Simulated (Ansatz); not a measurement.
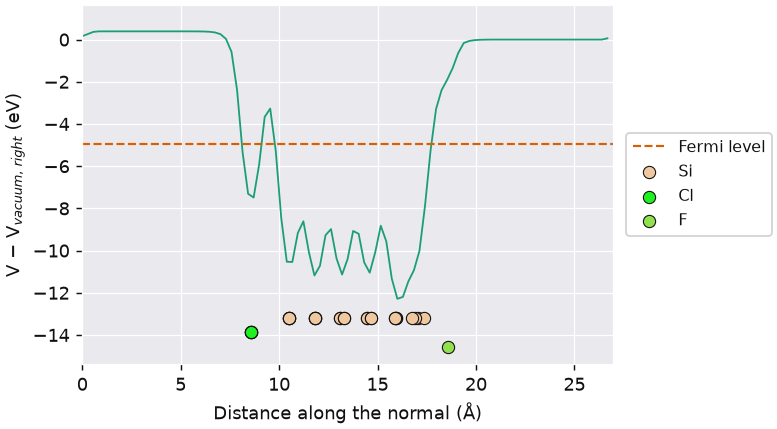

Plane-averaged electrostatic potential energy of an electron across the slab; circles at the bottom mark the heights of the atoms.

The material is a (100) slab cut from Si (Fd-3m), of composition Si24Cl4F (not the bulk's), ended by Si planes, 29 atoms in the cell, the whole at its places in the relaxed adsorbed structure.

Computed with Ansatz: DFT PBE+D3(BJ), scalar-relativistic, plane waves, PAW, no spin polarisation, 2×2×1 k mesh, 420 eV cutoff.

Q: Read off the work function of each face.

A: The work function is 4.96 eV at the right face and 5.35 eV at the left.

Q: Do the two faces differ, and what does that say about the slab's dipole?

A: The vacuum levels differ by 0.39 eV, so the slab carries a dipole along its normal.

The electron count is odd and the run has no spin polarisation, so a magnetic state may lie lower. The atoms aren't at rest in this cell (largest force 2.0 eV/Å), so the relaxed material can differ.
